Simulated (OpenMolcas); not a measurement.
**Excited-state calculation, with input and output: AlHOF (part 4 of 4)**

The same run, continued: AlHOF, multiplicity 2, SMILES [OH][Al][F]; MC-PDFT (tLSDA)/ANO-R2, sfX2C (OpenMolcas 26.06). The geometry comes from this level: GFN2-xTB.

Geometry of the input (Å):
```
O  -0.5063  0.6994  -0.5203
Al 0.2242  -0.4601  0.4053
F  1.2063  -1.6006  1.1722
H  -0.9242  1.3613  -1.0572
```

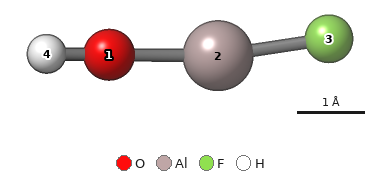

**Figure 1.** The structure (ball-and-stick view, seen at a tilt; atoms are numbered from 1 in the order of the input). Sticks mark near contacts.

**What the program printed, continued**
```
      * Slater exchange
        - P. A. M. Dirac.,  Math. Proc. Cambridge Philos. Soc. 26, 376 (1930) doi:10.1017/S0305004100016108
        - F. Bloch.,  Z. Phys. 57, 545 (1929) doi:10.1007/BF01340281
      * Vosko, Wilk & Nusair (VWN5_RPA)
--
   File JOBOLD not found -- use JOBIPH.
      The MO-coefficients are taken from the file:
      JOBIPH
 Reference MC-SCF energies taken from JOBIPH

++    MC-PDFT RESULTS, STATE 0001
      ---------------------------

      MCSCF reference energy                                             -417.60239479

      Integrated total density:                                                 31.000
      Integrated alpha density before functional transformation:                16.000
      Integrated  beta density before functional transformation:                15.000
      Integrated alpha density  after functional transformation:                16.718
      Integrated  beta density  after functional transformation:                14.282
      Integrated alpha tau     before functional transformation:                 0.000
      Integrated  beta tau     before functional transformation:                 0.000
      Integrated alpha tau      after functional transformation:                 0.000
      Integrated  beta tau      after functional transformation:                 0.000
      NOTE:
      Densities after transformation are intermediate quantities
      and should not be interpreted as real spin densities

      Exchange energy scaling factor                                          1.000000
      Correlation energy scaling factor                                       1.000000

      Integrated alpha exchange energy                                      -17.523381
      Integrated beta  exchange energy                                      -16.317097
      Integrated  correlation   energy                                       -2.861137

      Nuclear Repulsion energy                                             89.59048682
      CASSCF contribution energy                                         -380.47349882
      On-top energy                                                       -36.70161507

      Total MCPDFT energy for state   1                                  -417.17511389
--

++    MC-PDFT RESULTS, STATE 0002
      ---------------------------

      MCSCF reference energy                                             -417.49269772

      Integrated total density:                                                 31.000
      Integrated alpha density before functional transformation:                16.000
      Integrated  beta density before functional transformation:                15.000
      Integrated alpha density  after functional transformation:                16.731
      Integrated  beta density  after functional transformation:                14.269
      Integrated alpha tau     before functional transformation:                 0.000
      Integrated  beta tau     before functional transformation:                 0.000
      Integrated alpha tau      after functional transformation:                 0.000
      Integrated  beta tau      after functional transformation:                 0.000
      NOTE:
      Densities after transformation are intermediate quantities
      and should not be interpreted as real spin densities

      Exchange energy scaling factor                                          1.000000
      Correlation energy scaling factor                                       1.000000

      Integrated alpha exchange energy                                      -17.498817
      Integrated beta  exchange energy                                      -16.312458
      Integrated  correlation   energy                                       -2.857443

      Nuclear Repulsion energy                                             89.59048682
      CASSCF contribution energy                                         -380.39983357
      On-top energy                                                       -36.66871793

      Total MCPDFT energy for state   2                                  -417.06855150
--

++    MC-PDFT RESULTS, STATE 0003
      ---------------------------

      MCSCF reference energy                                             -417.48613168

      Integrated total density:                                                 31.000
      Integrated alpha density before functional transformation:                16.000
      Integrated  beta density before functional transformation:                15.000
      Integrated alpha density  after functional transformation:                16.725
      Integrated  beta density  after functional transformation:                14.275
      Integrated alpha tau     before functional transformation:                 0.000
      Integrated  beta tau     before functional transformation:                 0.000
      Integrated alpha tau      after functional transformation:                 0.000
      Integrated  beta tau      after functional transformation:                 0.000
      NOTE:
      Densities after transformation are intermediate quantities
      and should not be interpreted as real spin densities

      Exchange energy scaling factor                                          1.000000
      Correlation energy scaling factor                                       1.000000

      Integrated alpha exchange energy                                      -17.498778
      Integrated beta  exchange energy                                      -16.321136
      Integrated  correlation   energy                                       -2.858122

      Nuclear Repulsion energy                                             89.59048682
      CASSCF contribution energy                                         -380.39191755
      On-top energy                                                       -36.67803657

      Total MCPDFT energy for state   3                                  -417.06995411
--

++    MC-PDFT RESULTS, STATE 0004
      ---------------------------

      MCSCF reference energy                                             -417.40868822

      Integrated total density:                                                 31.000
      Integrated alpha density before functional transformation:                16.000
      Integrated  beta density before functional transformation:                15.000
      Integrated alpha density  after functional transformation:                17.122
      Integrated  beta density  after functional transformation:                13.879
      Integrated alpha tau     before functional transformation:                 0.000
      Integrated  beta tau     before functional transformation:                 0.000
      Integrated alpha tau      after functional transformation:                 0.000
      Integrated  beta tau      after functional transformation:                 0.000
      NOTE:
      Densities after transformation are intermediate quantities
      and should not be interpreted as real spin densities

      Exchange energy scaling factor                                          1.000000
      Correlation energy scaling factor                                       1.000000

      Integrated alpha exchange energy                                      -17.653072
      Integrated beta  exchange energy                                      -16.117661
      Integrated  correlation   energy                                       -2.842968

      Nuclear Repulsion energy                                             89.59048682
      CASSCF contribution energy                                         -380.34736649
      On-top energy                                                       -36.61370151

      Total MCPDFT energy for state   4                                  -416.96106799
--

::    MCPDFT root number  1 Total energy:   -417.17511389
::    MCPDFT root number  2 Total energy:   -417.06855150
::    MCPDFT root number  3 Total energy:   -417.06995411
::    MCPDFT root number  4 Total energy:   -416.96106799

--- Stop Module: mcpdft /rc=_RC_ALL_IS_WELL_ ---
--- Module mcpdft spent 3 seconds ---

.##################.
.# Happy landing! #.
.##################.

    Timing: Wall=17.58 User=16.60 System=0.96
```

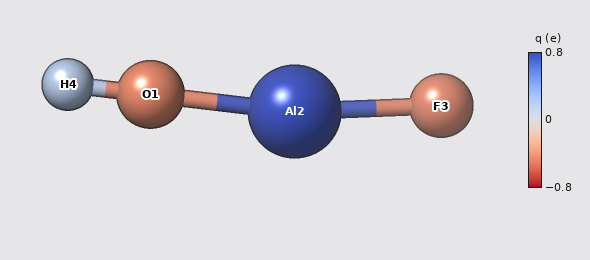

**Figure 2.** Mulliken charges, as the colour of each atom (ball-and-stick view, seen at a tilt; atoms are numbered from 1 in the order of the input). By element: O −0.44, Al +0.76, F −0.47 and H +0.16 e.

**Key numbers**

| quantity | value |
| --- | --- |
| outcome | converged |
| total energy | −417.175114 hartree |
| basis functions | 122 |
| dipole moment | 2.65 debye |
| wall time | 18 s |
| peak memory | 0.098 GiB |
